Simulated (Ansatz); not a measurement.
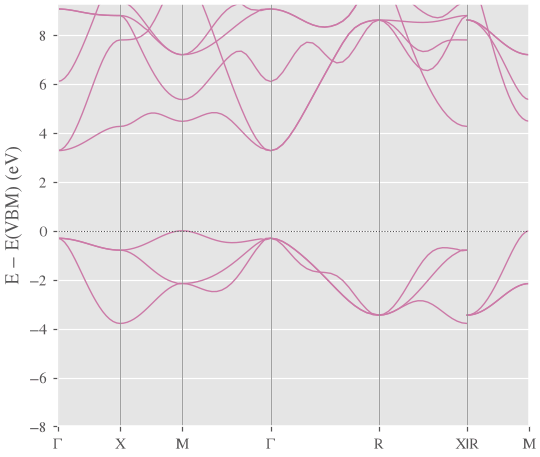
Fig. 1. Band structure from r²SCAN (plane waves, PAW; program Ansatz)

Problem. Read off the gap and where the band edges lie.

Solution. About 3.3 eV (3.27 eV by a search for the band edges); maximum at M, minimum at Γ.

Problem. Pick the material that matches.
A) KTaO3, cubic perovskite
B) CaO, CsCl type
C) SrTiO3, cubic perovskite
D) BaHfO3, cubic perovskite

Solution. B, CaO, CsCl type

Space group Pm-3m (CsCl type). This is a known high-pressure phase of the composition, computed here at zero pressure and temperature. The r²SCAN relaxation kept the symmetry of its start. At this level the phase is mechanically unstable.

Potentials: the earlier of the program's two PAW sets.
